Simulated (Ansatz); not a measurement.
The calculation's input:

```
crystal:
  periodic: [false, false, false]
  atoms:
    - {symbol: Ge, position_ang: [0.000016, -0.000052, -0.000003]}
    - {symbol: Br, position_ang: [-2.398109, -0.910543, 0.079561]}
    - {symbol: Br, position_ang: [2.398093, 0.910594, -0.079559]}
basis:
  gaussian: {orbitals: def2-TZVPD, initial_orbitals: start.molden}
total_charge: -1
magnetization: {spin_polarized: true, initial_magnetization: 3}
hamiltonian: {xc: pbe0, dispersion: d4}
scf: {omitted_lower_state_checks: [starts]}
output: {orbitals: {seedname: orbitals}}
```

Run with:

```sh
ansatz run in.yaml --threads 4 --pin off --events-out ev --progress --plain --max-ram 3916MiB
```

Geometry: B3LYP-D4/def2-TZVPD.

All numbers below come from UKS PBE0-D4/def2-TZVPD in Ansatz 0.2.0.

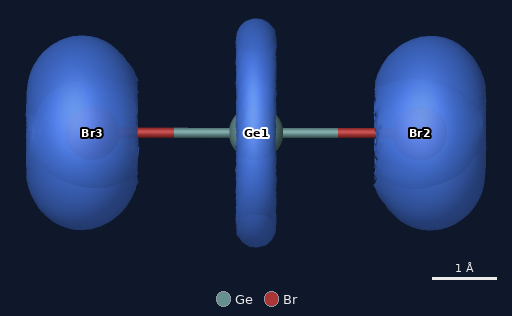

Br2Ge (charge −1, quartet). Isosurface of the ELF at 0.75 (blue), seen from one side. Core shells and regions of very low density are left out.

Q: Describe the localisation domains.

A: The ELF exceeds this value in two regions wrapped around Br (the valence shell of each) and one region wrapped around Ge (its valence shell). Along the contacts the grid gives the following. Ge–Br (2.57 Å): the ELF peaks at about 0.70 in the valence shell of Br, 1.0 Å from its nucleus, and is about 0.55 at the midpoint.
